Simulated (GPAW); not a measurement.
# Energy mapping worked by hand: free-standing square Os monolayer, spacing 3.288 A

Can a spin model with one coupling foretell the energy of a further order of free-standing square Os monolayer, spacing 3.288 A?

Program: GPAW 26.7.0. Level of theory: LDA; plane waves with GPAW's PAW setups, scalar-relativistic. Results are calculated unless marked as measured.

**1. Starting point**

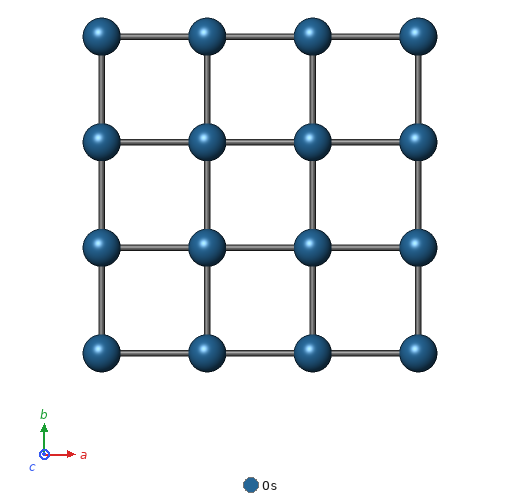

The starting structure, seen from above (osmium blue). 3×3×1 cells are drawn. Some periodic images of atoms are drawn too.

The cell holds 1 atom: 1 Os. Cell: a = 3.288 Å, b = 3.288 Å, c = 14.000 Å, α = 90.0°, β = 90.0°, γ = 90.0°. model lattice. Vacuum lies along c.

**2. The parallel order**

All energies count from this run.

order1.py

```python
import json
import numpy as np
from ase import Atoms
from ase.parallel import paropen, parprint
from gpaw import GPAW

atoms = Atoms(['Os'],
    cell=[[3.288, 0.0, 0.0],
         [0.0, 3.288, 0.0],
         [0.0, 0.0, 14.0]],
    scaled_positions=[[0.0, 0.0, 0.5]],
    pbc=True,
    magmoms=[1.0])
atoms.calc = GPAW(mode={'name': 'pw', 'ecut': 550},
    xc='LDA',
    kpts={'size': (8, 8, 1), 'gamma': True},
    occupations={'name': 'fermi-dirac', 'width': 0.1},
    convergence={'density': 1e-05, 'energy': 1e-05},
    maxiter=200,
    txt='order1.txt')
e = atoms.get_potential_energy(force_consistent=True)
res = {'free_energy': e, 'energy_sigma0': atoms.get_potential_energy(), 'fermi_energy': atoms.calc.get_fermi_level()}
res['moments'] = atoms.get_magnetic_moments().tolist()
res['total'] = atoms.get_magnetic_moment()
parprint('site moments (muB):', np.round(res['moments'], 3))
parprint(f"total moment: {res['total']:.3f} muB")
parprint(f'free energy: {e:.6f} eV')
atoms.calc.write('order1.gpw')
n = atoms.calc.get_pseudo_density()
up, down = (atoms.calc.get_pseudo_density(spin=i) for i in (0, 1))
np.savez('grids.npz', density=n, spin=up - down)
with paropen('results.json', 'w') as f:
    json.dump(res, f)
```

Run with:

```sh
OMP_NUM_THREADS=1 python3 order1.py > order1.log
```

The log of the run:

```text
site moments (muB): [2.454]
total moment: 3.019 muB
free energy: -5.149701 eV

--- order1.txt ---
Input parameters:
  mode=PW(ecut=550),
  convergence={'density': 1e-05, 'energy': 1e-05},
  kpts=MonkhorstPack(size=(8, 8, 1), gamma=True),
  maxiter=200,
  occupations=Occupations(name='fermi-dirac', width=0.1),
  xc=XC(name='LDA')

Diagonalizing LCAO Hamiltonian
Converting LCAO to pw mode
   .-------.
  /|       |
[...]
|          3 |        -7.529 |     1.000 |        -6.739 |     1.000 |
|          4 |        -5.796 |     1.000 |        -4.687 |     1.000 |
[...]
|          8 |        -3.506 |     0.858 |        -1.846 |     0.000 |
|          9 |        -1.685 |     0.000 |        -1.123 |     0.000 |
|         10 |         1.573 |     0.000 |         1.677 |     0.000 |
|         11 |         2.741 |     0.000 |         2.848 |     0.000 |

No gap
No difference between direct/indirect transitions


[key lines of the parts left out:]
Free energy:      -5.149701
Converged in 14 steps
dipole moment: (-11.560395, -11.560395, 0.000001)  # |e|*Ang
Fermi level: -3.326
```

It took 27 s on 1 MPI rank of Arm Neoverse V2, shared host; peak memory 0.21 GiB.

Spin moment in the augmentation sphere by atom:

```csv
atom,spin moment in the augmentation sphere (μB)
Os1,2.45
```

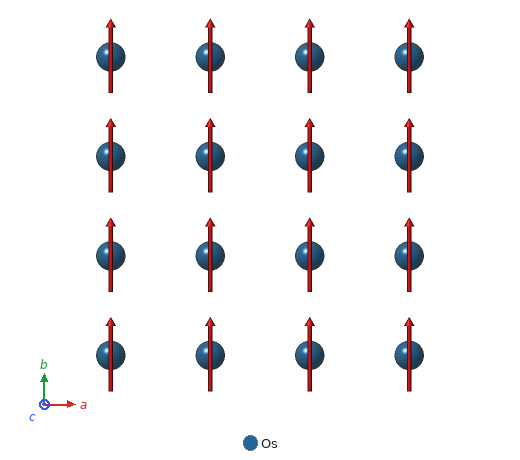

Spin moment in the augmentation sphere as arrows, the longest 2.45 μB. Up and down stand for the sign. Arrows give size and sign along the axis of quantisation, drawn up and down the page. 3×3×1 cells are drawn. Some periodic images of atoms are drawn too.

Read from the output:

```yaml
magnetization: 3.019 μB
final_state: ferromagnetic
```

After 14 cycles the largest moment stands at 2.45 μB.

**3. The orders used for the fit**

The other orders were run with the same settings, on meshes that hold the same points. Free energies (smearing 0.1 eV, its entropy term included) are divided by the number of Os atoms; q is in fractions of the reciprocal vectors of the first run's cell.

```csv
order,atoms,mesh,free energy (eV),eV per Os,largest moment (μB)
F +,1,8×8×1,-5.1497,-5.1497,2.45
"AF q=(0,1/2,0) +-",2,8×4×1,-10.2321,-5.1160,2.30
```

**4. Counting neighbours**

With E = −Σ J e_i·e_j over ordered pairs of unit vectors, turning a neighbour from parallel to opposed costs 2J a Os atom. So an order lies 2 Σ n J over the parallel one, n being the opposed neighbours in each shell.

```csv
shell,distance (Å),neighbours,"opposed in AF q=(0,1/2,0) +-","opposed in AF q=(1/2,1/2,0) +-"
J1,3.29,4,2,4
J2,4.65,4,4,0
```

Only J1 is kept.

**5. Solving**

```
2 × 2 × J1 = +33.66 meV    (AF q=(0,1/2,0) +-)
J1 = +8.41 meV
```

**6. The test**

The couplings now give the orders that were left out:

```
2 × 4 × (+8.41) = +67.28 meV    (AF q=(1/2,1/2,0) +-)
```

The runs themselves:

```csv
order,atoms,mesh,free energy (eV),eV per Os,largest moment (μB),over the parallel order (meV),foretold (meV)
"AF q=(1/2,1/2,0) +-",2,4×8×1,-10.0978,-5.0489,2.15,+100.79,+67.28
```

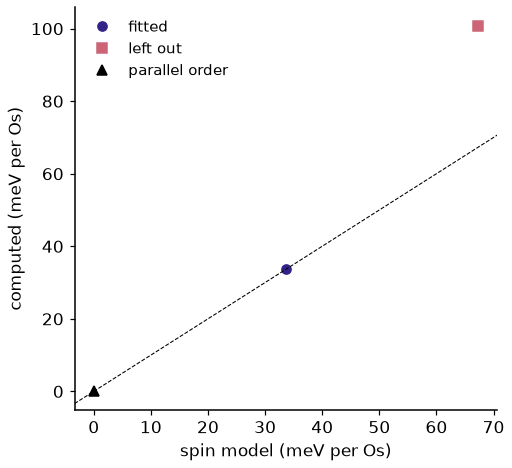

Computed energies of the orders against the model; the dashed line marks agreement.

**7. One more shell**

The miss asks for the next shell, which takes one more order into the fit and leaves none for a test.

```
2 × 2 × J1 + 2 × 4 × J2 = +33.66 meV    (AF q=(0,1/2,0) +-)
2 × 4 × J1 = +100.79 meV    (AF q=(1/2,1/2,0) +-)
J1 = +12.60 meV
J2 = -2.09 meV
```

**8. Summary of results**

| Property | Result |
| --- | --- |
| J1 (Os–Os at 3.29 Å) | 8.41 meV |
| largest miss on the orders left out | 34 meV |
| J1 with 2 shells | 12.6 meV |
| J2 with 2 shells | -2.09 meV |

**Reading.** The model misses the order left out by 34 meV, 33 % of the span of the orders, so it fails: these couplings alone don't describe the crystal. With the next shell added the couplings are J1 = +12.60 and J2 = -2.09 meV, untested. The first dropped shell that the test feels is J2 at 4.65 Å. The site moments spread by 12 % over the orders, so moments are not rigid and part of the miss lies outside a spin model. In a metal couplings reach far, and the mesh was not tested. The couplings are effective ones: further shells with opposed neighbours are folded into them or show in the miss. No mean-field temperature is given: it needs a model that holds, an unfrustrated order and couplings in all three dimensions.

[Logs and program files are shortened in this print: banners, set-up blocks, solver, clock and traceback lines can be left out without a mark of their own.]

[Logs are printed without paths, hosts, clocks, repeated set-up lines and the standing remarks that a program may print on its own settings, such as how far it seeks lower states.]

[Hosts, paths, dates, database ids (printed as entryN), source tags and the programs' standing remarks are cut or masked in the printed files.]

[Where a cell is said to come from a database of computed structures, the database is the Materials Project.]
